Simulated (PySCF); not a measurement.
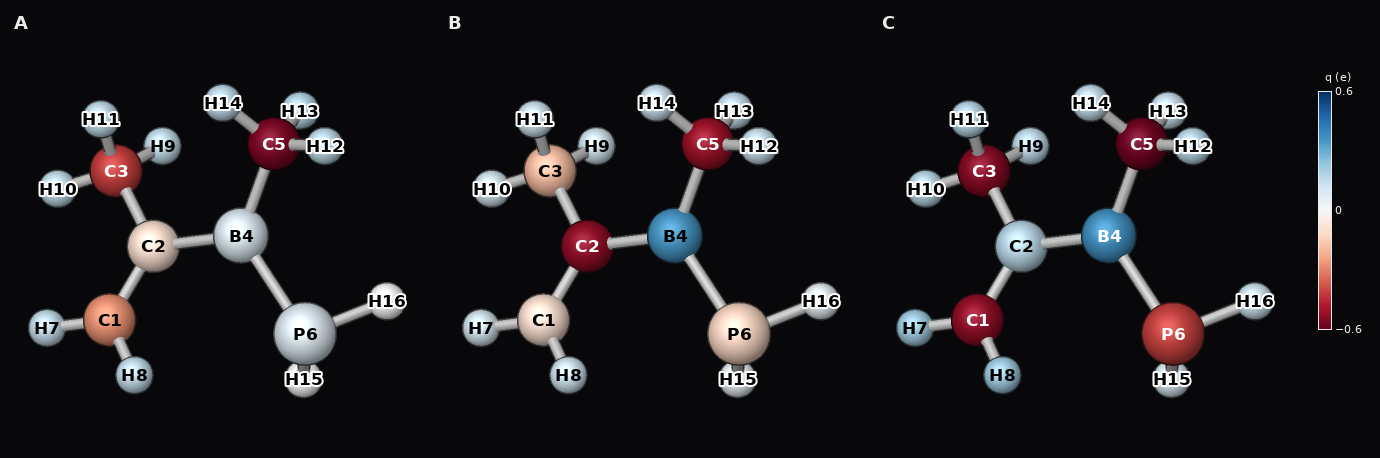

Atomic charges of one calculation by 3 schemes, on one colour scale. Computed geometry: GFN2-xTB optimisation. No frequency run is at hand to confirm it as a minimum. Method: PBE0/pcSseg-1 (PySCF 2.14.0).

The schemes are ESP-fitted, IAO, Mulliken. Which panel shows which?

A IAO, B Mulliken, C ESP-fitted.

List the charges (e), one line for each set of equivalent atoms.

```csv
atom,IAO,Mulliken,ESP-fitted
C1,−0.27,−0.09,−0.53
C2,−0.09,−0.53,0.16
C3,−0.41,−0.18,−0.55
B4,0.08,0.36,0.36
C5,−0.57,−0.52,−0.58
P6,0.08,−0.12,−0.41
H7,0.14,0.11,0.21
H8,0.14,0.12,0.21
H9,0.14,0.12,0.15
H10,0.14,0.11,0.16
H11,0.15,0.12,0.16
H12,0.15,0.13,0.16
H13,0.17,0.14,0.13
H14,0.15,0.13,0.14
H15,0.00,0.06,0.10
H16,0.00,0.05,0.13
```

The geometry is semi-empirical. Around B, P such bond lengths and angles can be off by a tenth of an ångström or more and by several degrees, and values that hang on the shape move with them.
